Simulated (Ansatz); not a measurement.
# FH₃Si···H₅NSi: what the fields show

```xyz
12

Si    0.4101    0.0424   -0.2008
F     0.5465   -0.9286    1.0948
H     1.7539    0.0536   -0.8436
H     0.0754    1.4251    0.2090
H    -0.5661   -0.5089   -1.1696
N    -2.2225   -0.2236    1.3781
H    -2.8769   -0.8468    0.9170
Si   -2.8541    1.2042    2.1524
H    -3.7225    0.9807    3.3490
H    -1.6950    2.0257    2.5864
H    -3.6664    1.9416    1.1490
H    -1.5206   -0.7655    1.8707
```

Level of theory: RKS B3LYP-D4/6-31G* in Ansatz.

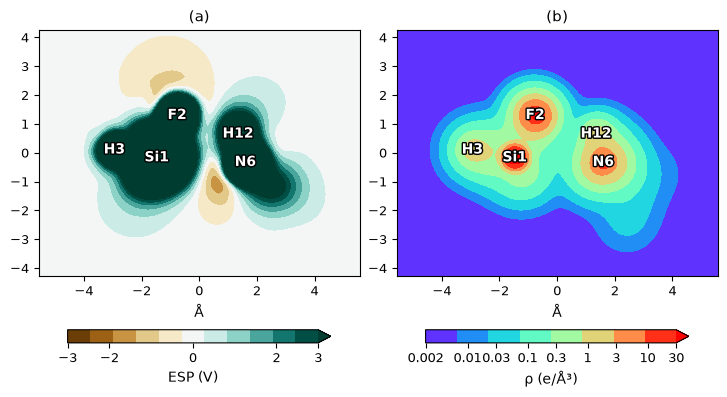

Figure 1. (a) electrostatic potential; (b) total electron density on the plane of atoms F2, Si1 and H3.

> Interpret the plot.

The plane passes through Si, F, H and N nuclei. Si1···N6 (3.08 Å): the density falls to about 0.08 e/Å³ on the way. Si–F (1.62 Å): the density is about 1 e/Å³ at the midpoint. N–H (1.01 Å): ρ is about 2.8 e/Å³ halfway. Si–H (1.49 Å): ρ is about 0.78 e/Å³ halfway. Outside the dense part of the complex the potential is most negative (−1.7 V) near N6.

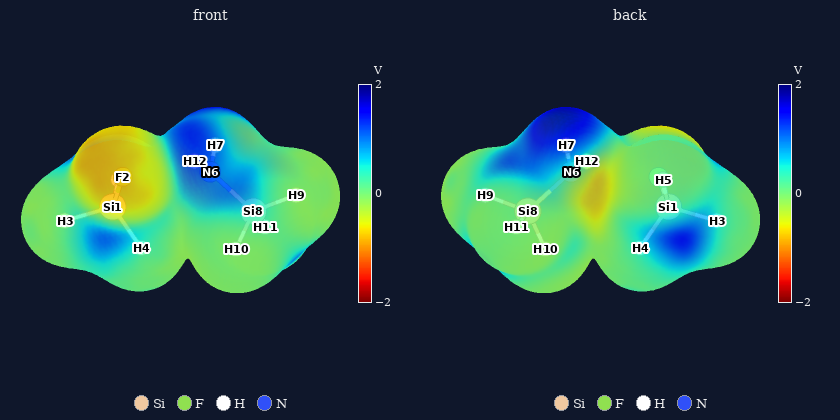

Figure 2. The electrostatic potential painted on the density surface at 0.002 e/bohr³, seen from the front and from behind; red is negative and blue positive.

> Describe the electrostatic potential map.

The most negative region (about −0.9 V) lies over F2, the most positive (about +1.8 V) over H7.

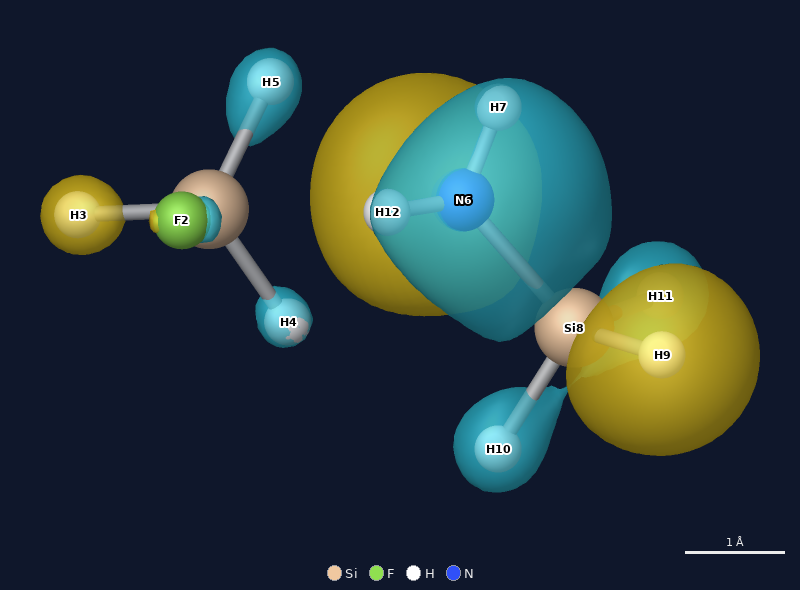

Figure 3. The HOMO at ±0.08 Å⁻³ᐟ² (yellow and cyan are the two phases), seen at a tilt.

> What is the character of this orbital?

By Hirshfeld shares it lies mainly on N6 (about 60 %), Si8 (about 10 %) and H9 (about 10 %). Its energy is −7.08 eV.
